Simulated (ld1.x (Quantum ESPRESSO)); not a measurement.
# Pseudopotential generation, with input and output: Ru

System: ruthenium (Ru, Z = 44), core [Ar] 3d10, reference valence 4s2 4p6 4d7 5s0 5p0 (an ion of charge +1), valence charge 16.
Method: ultrasoft potential, PBE, scalar-relativistic, made with ld1.x (Quantum ESPRESSO) 7.5.

## What the run reported

| quantity | value |
| --- | --- |
| outcome | ended with an error |
| hardware | 1 CPU thread, shared host |

## Diagnosis

The generator stopped with the message “chargeps: negative rho”. In words: the spherical valence density built from the smooth waves and the augmentation charge turned negative at some radius.

## Input file
```
 &input
   title='Ru', zed=44., rel=1, dft='PBE', iswitch=3,
   config='[Kr] 4d7 5s0 5p0',
   nld=3, rlderiv=2.00, eminld=-8.0, emaxld=5.0, deld=0.04
 /
 &inputp
   pseudotype=3, tm=.true., lloc=-1, rcloc=1.40,
   nlcc=.false.,
   which_augfun='PSQ', rmatch_augfun=1.45,
   file_pseudopw='Ru.UPF', file_wfcaegen='ae.wfc', file_wfcncgen='nc.wfc', file_beta='beta', file_chi='chi', file_wfcusgen='us.wfc'
 /
6
4S  1  0   2.00   0.00  1.30  1.55  0.0
5S  2  0   0.00   0.00  1.30  1.55  0.0
4P  2  1   6.00   0.00  1.60  1.75  0.0
5P  3  1   0.00   0.00  1.60  1.75  0.0
4D  3  2   7.00   0.00  1.70  1.85  0.0
4D  3  2   0.00   1.00  1.70  1.85  0.0
 &test
   configts(1)='4s2 4p6 4d7 5s0 5p0'
 /
```

Launched with:
```bash
ld1.x < Ru.in > Ru.out
```

## Output
```
     Program LD1 v.7.5
     --------------------------- All-electron run ----------------------------

     Ru
     scalar relativistic calculation

     atomic number is 44.00
     dft =PBE   lsd =0 sic =0 latt =0  beta=0.20 tr2=1.0E-14
     Exchange-correlation= PBE
                           (   1   4   3   4   0   0   0)
     mesh =1233 r(mesh) = 101.06970 a.u. xmin = -7.00 dx = 0.01250
     1 Ry =  13.60569312 eV, c = 137.03599908

     n l     nl                  e(Ry)          e(Ha)          e(eV)
     1 0     1S 1( 2.00)     -1612.9276      -806.4638    -21944.9979
     2 0     2S 1( 2.00)      -232.3617      -116.1809     -3161.4426
     2 1     2P 1( 6.00)      -208.1583      -104.0792     -2832.1381
     3 0     3S 1( 2.00)       -41.3618       -20.6809      -562.7566
     3 1     3P 1( 6.00)       -33.4077       -16.7038      -454.5347
     4 0     4S 1( 2.00)        -6.1572        -3.0786       -83.7727
     4 1     4P 1( 6.00)        -3.9581        -1.9790       -53.8525
     3 2     3D 1(10.00)       -20.6104       -10.3052      -280.4186
     4 2     4D 1( 7.00)        -0.9219        -0.4609       -12.5430
     5 0     5S 1( 0.00)        -0.7714        -0.3857       -10.4957
     5 1     5P 1( 0.00)        -0.4498        -0.2249        -6.1204

     final scf error:  1.4E-15 reached in  33 iterations

     Etot =   -9060.974636 Ry,   -4530.487318 Ha, -123280.840289 eV

     Ekin =    9369.976327 Ry,    4684.988164 Ha,  127485.022478 eV
     Encl =  -21835.090324 Ry,  -10917.545162 Ha, -297081.538259 eV
     Eh   =    3670.593462 Ry,    1835.296731 Ha,   49940.968223 eV
     Exc  =    -266.454101 Ry,    -133.227051 Ha,   -3625.292731 eV

     normalization and overlap integrals

     s(1S/1S) =  1.000000  <r> =   0.0334  <r2> =    0.0015  r(max) =   0.0216
     s(2S/2S) =  1.000000  <r> =   0.1457  <r2> =    0.0250  r(max) =   0.1229
     s(2P/2P) =  1.000000  <r> =   0.1270  <r2> =    0.0197  r(max) =   0.0981
     s(3S/3S) =  1.000000  <r> =   0.4027  <r2> =    0.1856  r(max) =   0.3600
     s(3P/3P) =  1.000000  <r> =   0.4030  <r2> =    0.1888  r(max) =   0.3555
     s(4S/4S) =  1.000000  <r> =   1.0197  <r2> =    1.1789  r(max) =   0.9193
     s(4P/4P) =  1.000000  <r> =   1.1293  <r2> =    1.4633  r(max) =   0.9785
     s(3D/3D) =  1.000000  <r> =   0.3841  <r2> =    0.1767  r(max) =   0.3022
     s(4D/4D) =  1.000000  <r> =   1.6422  <r2> =    3.3079  r(max) =   1.2102
     s(5S/5S) =  1.000000  <r> =   3.0598  <r2> =   10.6397  r(max) =   2.5943
     s(5P/5P) =  1.000000  <r> =   3.9514  <r2> =   17.8269  r(max) =   3.3311

     ------------------------ End of All-electron run ------------------------

     --------------------- Generating US pseudopotential ---------------------

      Generating local potential from pseudized AE potential:
      Matching radius rcloc =   1.4000

      Local pseudo, rcloc= 1.406 Estimated cut-off energy=    12.50 Ry
      Wfc-us  4S rcutus= 1.554  Estimated cut-off energy=    22.41 Ry
      Wfc-us  5S rcutus= 1.554  Estimated cut-off energy=    44.54 Ry
      Wfc-us  4P rcutus= 1.761  Estimated cut-off energy=    27.39 Ry
      Wfc-us  5P rcutus= 1.761  Estimated cut-off energy=    50.49 Ry
      Wfc-us  4D rcutus= 1.851  Estimated cut-off energy=    33.68 Ry
      Wfc-us  4D rcutus= 1.851  Estimated cut-off energy=    51.63 Ry

     Q pseudized with Bessel functions
     Expected ecutrho=     224.1689 due to l1=  2   l2=  2

 %%%%%%%%%%%%%%%%%%%%%%%%%%%%%%%%%%%%%%%%%%%%%%%%%%%%%%%%%%%%%%%%%%%%%%%%%%%%%%
     Error in routine chargeps (1):
     negative rho
 %%%%%%%%%%%%%%%%%%%%%%%%%%%%%%%%%%%%%%%%%%%%%%%%%%%%%%%%%%%%%%%%%%%%%%%%%%%%%%

     stopping ...
```

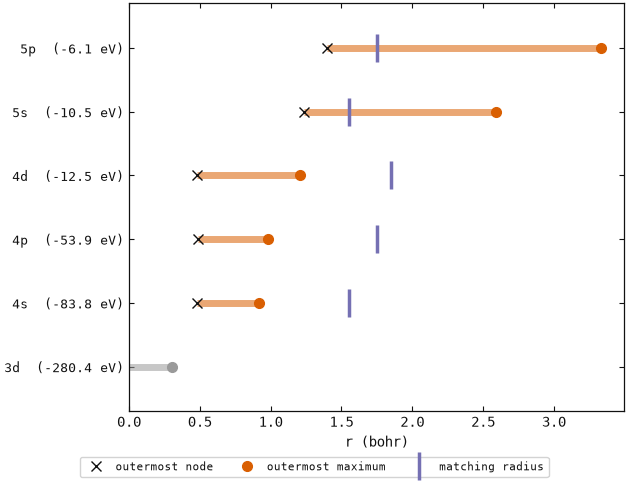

Figure 1. Outer shells of the all-electron reference atom: each bar runs from the outermost node (or the nucleus) to the outermost maximum of u(r); the tick is the radius chosen for the pseudo-wave. Shells without a tick have no pseudo-wave of their own. Levels, nodes and maxima are from ld1.x, scalar-relativistic.

- Radii against the shells: 4s: 1.55 bohr, outside the maximum; 4p: 1.75 bohr, outside the maximum; 4d: 1.85 bohr, outside the maximum; 5s: 1.55 bohr, between node and maximum; 5p: 1.75 bohr, between node and maximum.
